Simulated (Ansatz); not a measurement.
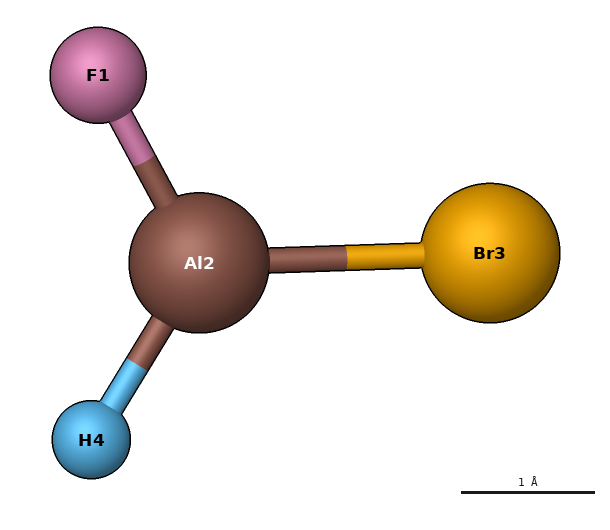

The view is orthographic, and the bar gives the scale. Computed geometry: PBE0-D4/def2-TZVP optimisation. No frequency run is at hand to confirm it as a minimum.

Reconstruct the coordinates (Å) as seen: x to the right, y up, z towards the viewer, origin at the mean of the atomic positions.

```xyz
4
AlBrFH
F   -0.92   1.38   0.35
Al  -0.15  -0.04   0.03
Br   2.04   0.03  -0.40
H   -0.97  -1.37   0.02
```
